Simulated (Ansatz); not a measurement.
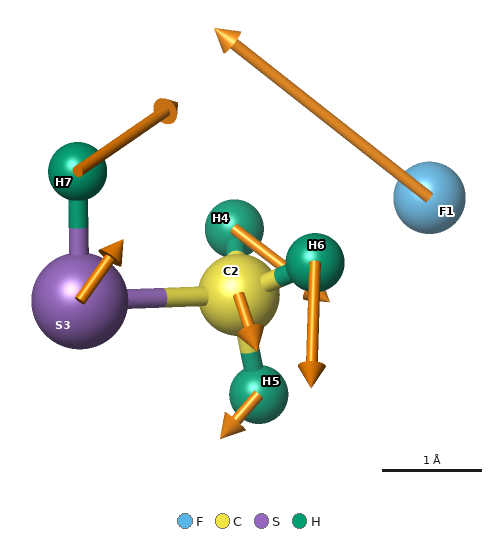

A relaxation of CH$_{4}$FS (charge −1) (coarse preliminary run). The starting structure is drawn; orange arrows show the displacements, at their true length. The two geometries are superimposed by the best rigid fit.

A ball-and-stick model, seen at a tilt.

Level of theory: RKS PBE-D4/def2-SVPD in Ansatz 0.2.0. Set-up: force threshold 0.03 eV/Å; at most 250 steps.

Which element moves most?

Answer. Fluorine: up to 2.82 Å, against 1.91 Å for hydrogen.

What happened in the run?

Answer. The optimiser took 24 steps. The atom that moves furthest after the best rigid fit is F1 (2.82 Å). By element the largest moves are F 2.82 Å, H 1.91 Å, S 0.79 Å, C 0.67 Å. Some distances before and after: F1–H7 4.350 → 1.046 Å, S3–H7 1.332 → 1.837 Å, C2–H4 1.082 → 1.110 Å, C2–S3 1.854 → 1.841 Å. New bonds form: F1–H7 (4.35 → 1.05 Å). Bonds break: S3–H7 (1.33 → 1.84 Å). Bond angles that change, for instance: S3–C2–H5 106.6° → 111.8°, H4–C2–H5 110.1° → 107.4°, S3–C2–H6 109.1° → 111.5°. The run took about 60 core-seconds on a shared host.
